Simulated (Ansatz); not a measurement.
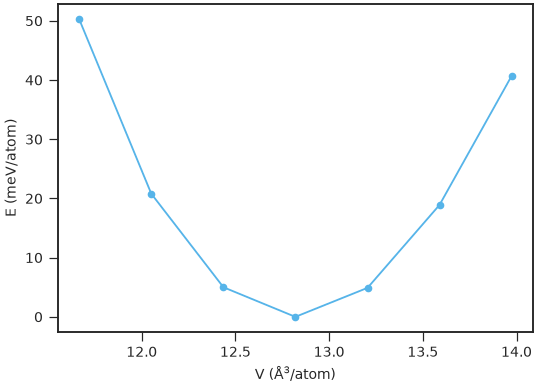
Figure: Co (simple cubic, Pm-3m) under volume change, plane-wave PAW PBE (Ansatz code), scaled uniformly.

Task: What does a third-order Birch–Murnaghan fit give for V₀, B₀ and B′?

Result: V₀ = 12.80 Å³/atom, B₀ = 140 GPa, B′ = 3.5.

The cell is a constructed one: a structure type filled with these elements; neither database checked (COD, Materials Project) lists it. It is not the phase usual at ambient conditions (space group No. 194). The PBE relaxation kept the symmetry of its start; whether a distortion lowers the energy is not shown. The final state is ferromagnetic, chosen from 3 collinear starts compared on coarse meshes (ties went to the first, and starts can fall back to one state), not a proven ground state.

Potentials: the later of the program's two PAW sets.
